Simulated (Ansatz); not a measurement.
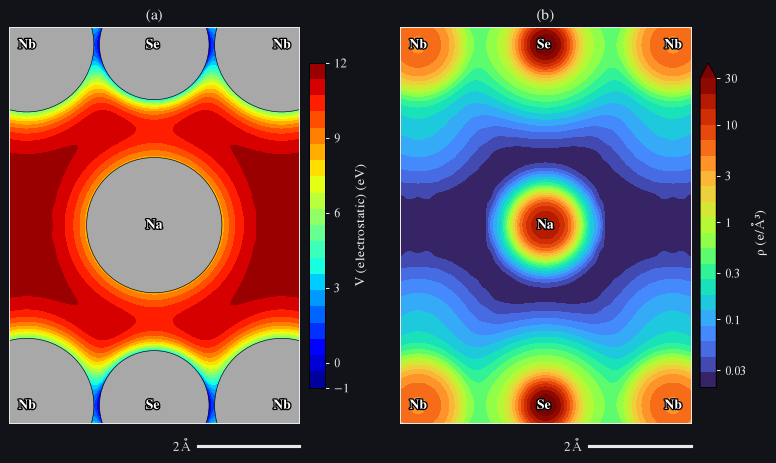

Figure. NaNbSe3. (a) electrostatic potential (local pseudopotential plus Hartree) felt by an electron; (b) valence pseudo-density on the (011) plane of the conventional cell. Grey discs cover the atomic cores in the potential map.

Space group Pm-3m; a structure from a database of computed crystals, not necessarily the ambient phase; started from the KZnF3-221 prototype, which need not be the ambient phase.

These are results of DFT, PBEsol, plane waves, PAW (Ansatz), not measurements.

Core electrons are frozen (PAW), and the valence fields are smoothed inside the atomic spheres.

```
Na Nb Se
1.0
     5.02421    0.00000    0.00000
     0.00000    5.02421    0.00000
     0.00000    0.00000    5.02421
Na Nb Se
1 1 3
Direct
  0.00000 0.00000 0.00000
  0.50000 0.50000 0.50000
  0.00000 0.50000 0.50000
  0.50000 0.00000 0.50000
  0.50000 0.50000 0.00000
```

> Describe what can be read from this map.

Atoms in the plane: Na, Nb and Se.
Nb–Se (2.51 Å): ρ is about 0.5 e/Å³ halfway.
Na–Se (3.55 Å): the density is about 0.05 e/Å³ at the midpoint, with its minimum of 0.02 e/Å³ about 1.4 Å from Na.
Between the atoms the lowest density in this plane is 0.01 e/Å³.
Outside the cores the potential energy rises away from the atoms and is highest about 2.3 Å from the nearest atoms; its zero is arbitrary.
